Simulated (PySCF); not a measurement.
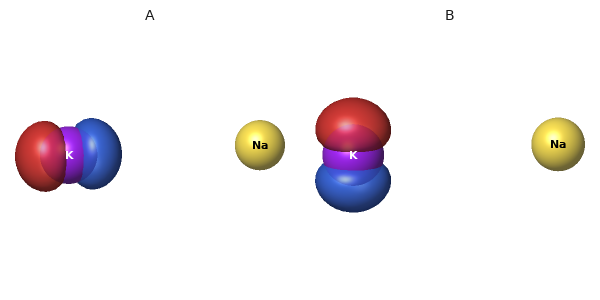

Figure. KNa (charge +1, doublet). Two frontier β-spin orbitals, each drawn at the value that holds 80 % of its norm (blue and red are the two phases), in no order; of a degenerate pair one member is drawn.

Computed with PBE0/pcseg-1, non-relativistic, at a bond length of 4.101 Å (PySCF).

Q: Name the orbitals and rank them from lowest to highest energy.

A: Orbital B: π, occupied in this spin, −25.56 eV; almost wholly on K.
Orbital A: σ, occupied in this spin, −25.51 eV; almost wholly on K.
